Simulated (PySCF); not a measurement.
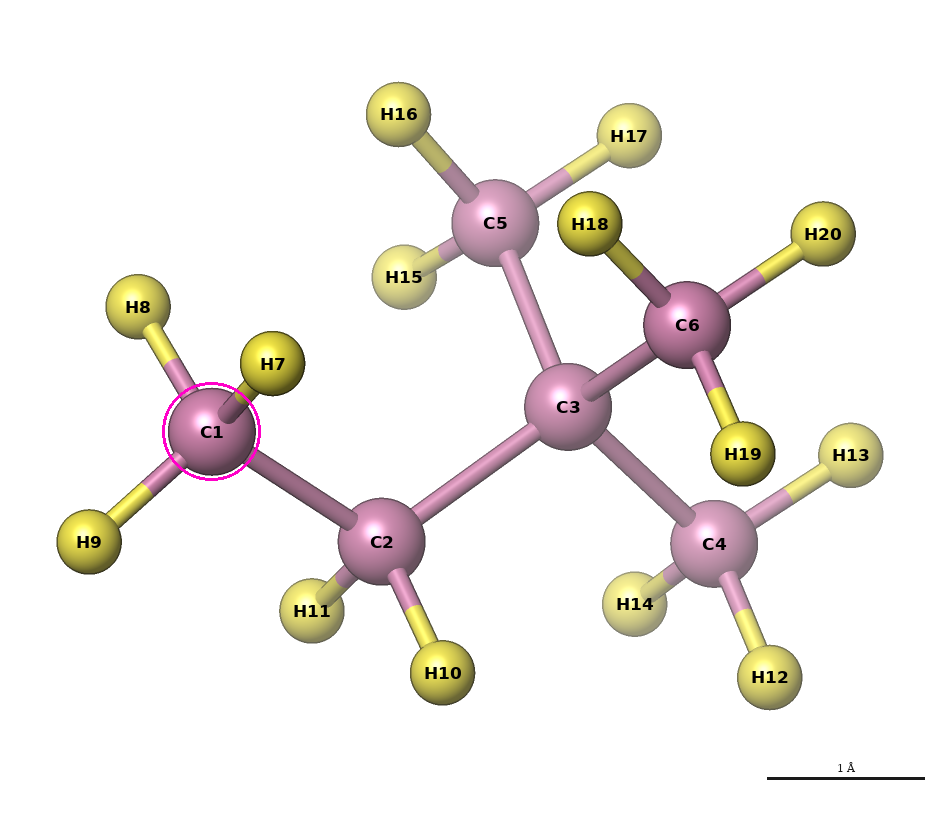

Orthographic view. Atoms fade into the background with distance from the viewer. Computed geometry: PBE0-D3(BJ)/def2-TZVP optimisation. No frequency run is at hand to confirm it as a minimum.

Which atoms are bonded to the circled atom?

Answer. The circled atom is C1; it is bonded to C2, H7, H8, H9.

Which two atoms are farthest apart in space?

Answer. H9 and H13, 5.59 Å.

Of C2 and H11, which is nearer the viewer?

Answer. C2; the bond to H11 points away from the viewer, so it looks shorter than its 1.10 Å.

What is the shortest path along bonds from the circled atom to C4?

Answer. C1–C2–C3–C4, 3 bonds; through space the two are 3.89 Å apart.
